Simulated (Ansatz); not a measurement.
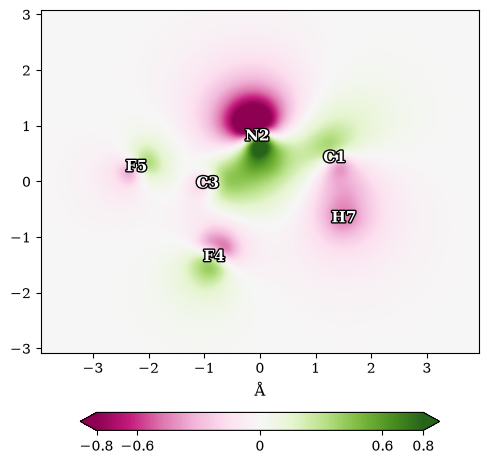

Figure. C2H3F2N (SMILES CN=C(F)F). The HOMO on the plane of atoms N2, C1 and H7 (values in Å⁻³ᐟ²; the overall sign is arbitrary).

Geometry: PBE0-D4/def2-TZVP.

All numbers below come from Ansatz 0.2.0, RKS PBE0-D4/def2-TZVPP.

| atom | x (Å) | y (Å) | z (Å) |
| --- | --- | --- | --- |
| C | -0.9097 | -0.2056 | 0.4983 |
| N | 0.0153 | 0.7463 | -0.0652 |
| C | 1.0622 | 0.3735 | -0.5944 |
| F | 1.5124 | -0.8625 | -0.7409 |
| F | 1.9364 | 1.1931 | -1.1216 |
| H | -1.0642 | 0.0391 | 1.5511 |
| H | -0.5865 | -1.2472 | 0.4188 |
| H | -1.8739 | -0.0938 | -0.0018 |

Q: Where does this orbital lie, and at what energy?

A: By Hirshfeld shares it lies mainly on N2 (about 60 %), C1 (about 10 %), C3 (about 10 %) and H7 (about 10 %). Its energy is −8.52 eV.
